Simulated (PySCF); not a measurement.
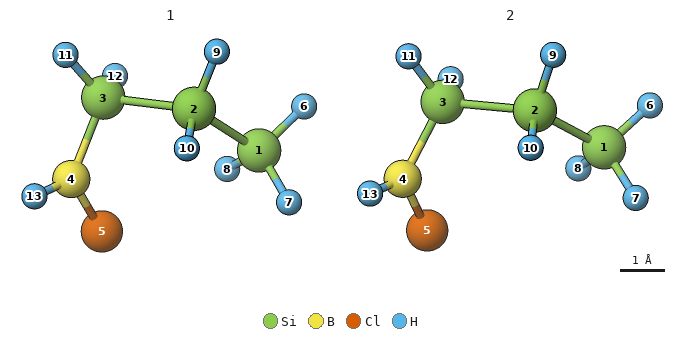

Two geometries of BSi₃H₈Cl, drawn at one scale. One is the start of a relaxation, the other its converged end. Style: ball-and-stick. Shown at a tilt.

All numbers below come from PBE0-D3(BJ)/def2-SVP geometry optimisation, gas phase in PySCF. 

### Which of the two is the end point?

Structure 1 is the relaxed one. The start comes from GFN2-xTB. Its atoms were then displaced at random by about 0.01 Å. After 6 geometry steps the energy has fallen by 28.7 kJ/mol. The largest move after the best rigid fit is that of Cl5, 0.34 Å. Largest moves by element: Cl 0.34 Å, H 0.26 Å, B 0.20 Å, Si 0.14 Å. Near-neighbour distances that change, for instance: B4–H13 1.124 → 1.208 Å, Si1–Si2 2.284 → 2.356 Å, Si3–H12 1.453 → 1.498 Å, B4–Cl5 1.707 → 1.750 Å. Bond angles that change, for instance: Si2–Si3–B4 109.8° → 102.6°, Si1–Si2–Si3 114.2° → 107.8°, H9–Si2–H10 102.0° → 108.1°.
